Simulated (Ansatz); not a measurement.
# SVWN5/6-311+G(d,p) run of AlF3 (SMILES F[Al](F)F)

Aim: the energy change on altering one bond length of AlF3 at SVWN5/6-311+G**, from 2 runs. 

The calculation is run with Ansatz 0.2.0.

39 further runs of the same task are left out: 39 set aside as unsound or not needed.

## Step 1: The system as given

AlF3: 4 atoms, total charge 0, spin state singlet. SMILES: `F[Al](F)F`. Geometry: relaxed at PBE0-D4/def2-TZVP.

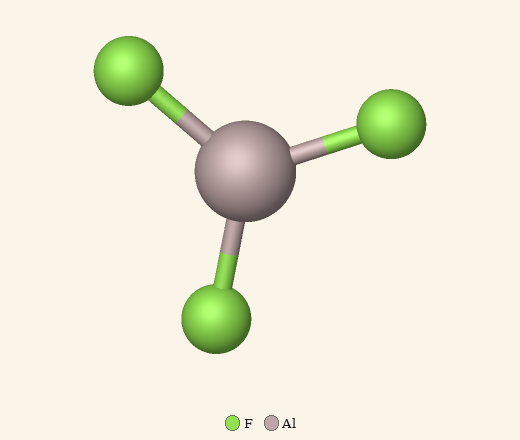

Viewed from a chosen angle; fluorine green, aluminium light grey.

## Step 2: A single-point energy at SVWN5/6-311+G(d,p)

Input file molecule.yaml:

```yaml
crystal:
  periodic: [false, false, false]
  atoms:
    - {symbol: F, position_ang: [0.859410, -0.722590, 1.180170]}
    - {symbol: Al, position_ang: [-0.000000, -0.000010, -0.000000]}
    - {symbol: F, position_ang: [-1.440740, -0.612530, -0.450110]}
    - {symbol: F, position_ang: [0.581330, 1.335130, -0.730040]}
basis:
  gaussian:
    orbitals: 6-311+G_st__st_-spherical.json
hamiltonian:
  xc: {name: SVWN5}
accuracy: high
output: {orbitals: {seedname: orbitals}}
```

The basis set 6-311+G** is read from a file made from the Basis Set Exchange's data (not shown).

On the command line:

```bash
$ ansatz run molecule.yaml --threads 1 --pin off --max-ram 3480MiB --events-out events.jsonl --progress --plain --runs-dir runs
```

What it wrote:

```text
Warning: RAYON_NUM_THREADS=1 ignored (pool sized by the plan → 1); use --threads N
Functional definition: SVWN5
  name "SVWN5"
  exchange = slater_x
  correlation = vwn5_c
1643 factors; integrals over basis functions are off by at most 4.1e-9 eV
mean field evaluation 1: about -14669.5714 eV, gradient 7.0e1 eV
mean field evaluation 2: about -14638.1019 eV, gradient 1.6e2 eV
mean field evaluation 4: about -14676.2713 eV, gradient 1.7e0 eV
mean field evaluation 8: about -14676.2761 eV, gradient 8.1e-2 eV
mean field evaluation 16: about -14676.2761 eV, gradient 4.9e-6 eV
mean field -14676.27612396 eV, -539.3431996183 hartree, gradient 4.3e-8 eV, S^2 0.000000; 0 other end points of the search recorded, 0 dependent functions left out
reference -14676.27613416 eV, -539.3431999932 hartree; 20, 20 occupied and 76, 76 virtual orbitals, 1643 factors
Total energy: -14676.27613416 eV, -539.3431999932 hartree
```

Wall time 2.3 s (1 thread of Arm Neoverse V2, shared host); peak memory 0.2 GiB.

## Step 3: The distorted shape at the same level

Input file input.yaml:

```yaml
crystal:
  periodic: [false, false, false]
  atoms:
    - {symbol: F, position_ang: [1.579744, -0.416345, 1.405214]}
    - {symbol: Al, position_ang: [0.720334, 0.306235, 0.225044]}
    - {symbol: F, position_ang: [-1.440740, -0.612530, -0.450110]}
    - {symbol: F, position_ang: [1.301664, 1.641375, -0.504996]}
basis:
  gaussian: {orbitals: 6-311+G_st__st_-spherical.json}
hamiltonian: {xc: {name: SVWN5}}
accuracy: high
output: {orbitals: {seedname: orbitals}}
```

The basis set 6-311+G** is read from a file made from the Basis Set Exchange's data (not shown).

On the command line:

```bash
$ ansatz run input.yaml --threads 1 --pin off --max-ram 3480MiB --events-out events.jsonl --progress --plain --runs-dir runs
```

What it wrote:

```text
Warning: RAYON_NUM_THREADS=1 ignored (pool sized by the plan → 1); use --threads N
[... 4 set-up lines as earlier in the session ...]
1626 factors; integrals over basis functions are off by at most 8.9e-9 eV
mean field evaluation 1: about -14664.6827 eV, gradient 7.4e1 eV
mean field evaluation 2: about -14482.6271 eV, gradient 2.6e2 eV
mean field evaluation 4: about -14673.0555 eV, gradient 1.4e1 eV
mean field evaluation 8: about -14673.2884 eV, gradient 4.3e-1 eV
mean field evaluation 16: about -14673.2880 eV, gradient 2.7e-4 eV
mean field -14673.28804867 eV, -539.2333898769 hartree, gradient 6.2e-8 eV, S^2 0.000000; 0 other end points of the search recorded, 0 dependent functions left out
reference -14673.28805773 eV, -539.2333902097 hartree; 20, 20 occupied and 76, 76 virtual orbitals, 1626 factors
Total energy: -14673.28805773 eV, -539.2333902097 hartree
```

It took 2.2 s on 1 thread of Arm Neoverse V2, shared host; peak memory 0.19 GiB.

## Step 4: Results

At SVWN5/6-311+G**:

| quantity | value |
| --- | --- |
| first shape: total energy | -539.34320 Eh |
| first shape: HOMO energy | -10.07 eV |
| first shape: LUMO energy | -2.89 eV |
| first shape: HOMO–LUMO gap | 7.18 eV |
| distorted shape: total energy | -539.23339 Eh |
| distorted shape: HOMO energy | -7.92 eV |
| distorted shape: LUMO energy | -5.19 eV |
| distorted shape: HOMO–LUMO gap | 2.73 eV |
| energy change with the Al2–F3 bond stretched from 1.629 to 2.443 Å | 2.988 eV |

In words: With the Al2–F3 bond stretched from 1.629 to 2.443 Å the energy rises by 2.99 eV (288 kJ/mol). The first shape isn't relaxed at this level, so the change isn't measured from a minimum.
